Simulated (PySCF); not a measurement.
# EPR calculation, with input and output: C4H6NO

The run: EPR calculation of C4H6NO, multiplicity 2. Method and program: UKS B3LYP, pcH-1 on C H N O, non-relativistic, mean-field spin-orbit, GIAO (PySCF 2.14.0).

It belongs to a series of runs on one base structure; here: H removed from sp2 C.

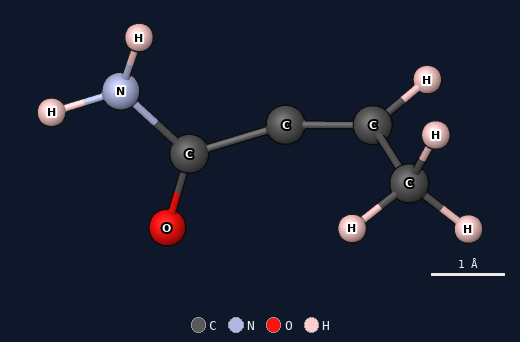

The structure as given in the input (ball-and-stick view, seen at a tilt). Bond lengths as drawn: C–C 1.29 to 1.51 Å, C–H 1.09 Å, C–N 1.37 Å, C–O 1.23 Å and H–N 1.00 to 1.01 Å.

## Input file
```
{"job": {"kind": "epr", "basis": "pcH-1"}, "charge": 0, "multiplicity": 2}
C     -1.913575     0.682318     0.008772
C     -1.116076    -0.543818     0.384073
C      0.144655    -0.718209     0.185478
C      1.440922    -0.516254    -0.330440
N      2.377024    -0.123195     0.596097
O      1.731921    -0.717249    -1.503672
H     -1.286047     1.408713    -0.498722
H     -2.338785     1.130835     0.905121
H     -2.727808     0.390049    -0.651191
H     -1.701665    -1.314207     0.879723
H      3.289224     0.128263     0.254902
H      2.101408     0.192069     1.508552
```

The first line tells a small driver script what to run in PySCF; the rest is the geometry in Å.

Run on 1 CPU thread, shared host.

Launched with:
```bash
OMP_NUM_THREADS=1 python <driver script> task.json out
```

## What the program printed
```
UKS, coarse grid
  cycle   1  E = -285.78010359  |g| = 6.60e-01
  cycle   2  E = -284.35846678  |g| = 1.83e+00
  cycle   3  E = -285.91522956  |g| = 2.76e-01
  cycle   4  E = -285.95265832  |g| = 1.01e-01
  cycle   5  E = -285.95676641  |g| = 3.82e-02
  cycle   6  E = -285.95740420  |g| = 1.91e-02
  cycle   7  E = -285.95762331  |g| = 6.62e-03
  cycle   8  E = -285.95766762  |g| = 3.43e-03
  cycle   9  E = -285.95768302  |g| = 1.70e-03
  cycle  10  E = -285.95768641  |g| = 7.56e-04
UKS, final grid
  cycle   1  E = -285.95766004  |g| = 9.27e-04
  cycle   2  E = -285.95765965  |g| = 1.50e-03
  cycle   3  E = -285.95766068  |g| = 3.20e-04
  cycle   4  E = -285.95766075  |g| = 1.64e-04
  cycle   5  E = -285.95766082  |g| = 1.40e-04
  cycle   6  E = -285.95766083  |g| = 3.16e-05
  cycle   7  E = -285.95766083  |g| = 7.62e-06
E = -285.95766083 Eh   <S^2> = 0.7608 (exact 0.7500)
g shifts (ppm)      1          2          3
  rmc          -182       -182       -182
  gc             -2         48         32
  oz_so        -108        951       2156
  total        -291        818       2006
hyperfine (MHz)  atom isotope    a_iso     a_fc   dipolar eigenvalues
    0   13C      79.13      79.13     -7.27     -6.48     13.75
    1   13C     -43.23     -43.23    -15.01      3.75     11.27
    2   13C     116.71     116.71    -74.97    -56.93    131.89
    3   13C     -26.21     -26.21     -9.83      0.43      9.40
    4   14N      -0.14      -0.14     -3.05     -2.26      5.31
    5   17O     -12.31     -12.31    -54.21     25.88     28.33
    6    1H      -5.52      -5.52     -5.70     -1.15      6.85
    7    1H      -6.18      -6.18     -3.64     -1.69      5.33
    8    1H      -7.26      -7.26     -3.60     -1.76      5.36
    9    1H     137.59     137.59     -5.30     -3.85      9.15
   10    1H      -4.74      -4.74     -3.93     -2.52      6.45
   11    1H      -4.27      -4.27     -4.22     -1.13      5.34
```

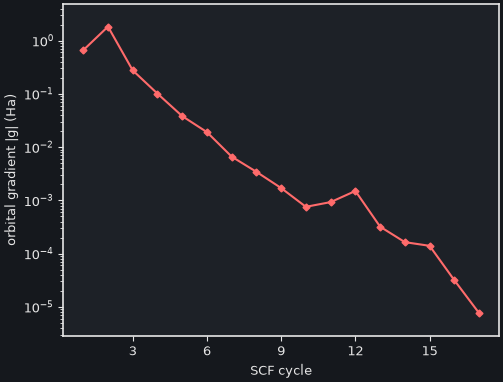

Convergence of the self-consistent field: orbital gradient |g| against the SCF cycle. All cycles printed in the log are drawn one after another.

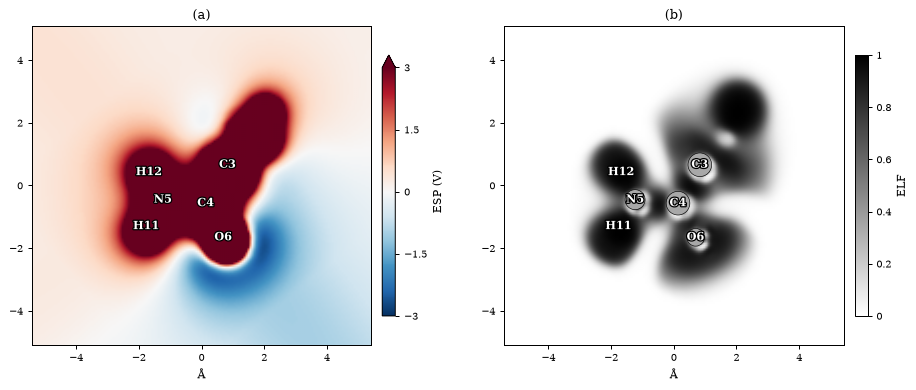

(a) molecular electrostatic potential; (b) electron localisation function on the plane of atoms C3, C4 and N5. Grey discs, where drawn, cover atomic cores. The section cuts through C, N, O and H sites. C–O (1.23 Å): the ELF peaks at about 0.90 between the atoms (a double or triple bond). C–N (1.37 Å): the ELF peaks at about 0.90 between the atoms (a shared electron pair). C–C (1.41 Å): the ELF peaks at about 0.95 between the atoms (localised, shared-pair bonding).

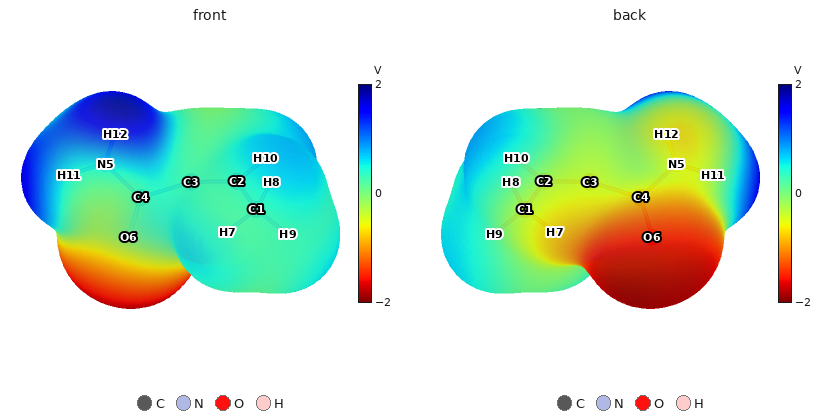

The electrostatic potential painted on the density surface at 0.001 e/bohr³, seen at a tilt and from behind; red is negative and blue positive. A positive charge is drawn to the negative regions and a negative charge to the positive ones.

## Summary

- outcome: converged
- total energy: −285.957661 hartree
- ⟨S²⟩: 0.761
- isotropic g: 2.0032
- wall time: 27 s
- peak memory: 0.8 GiB
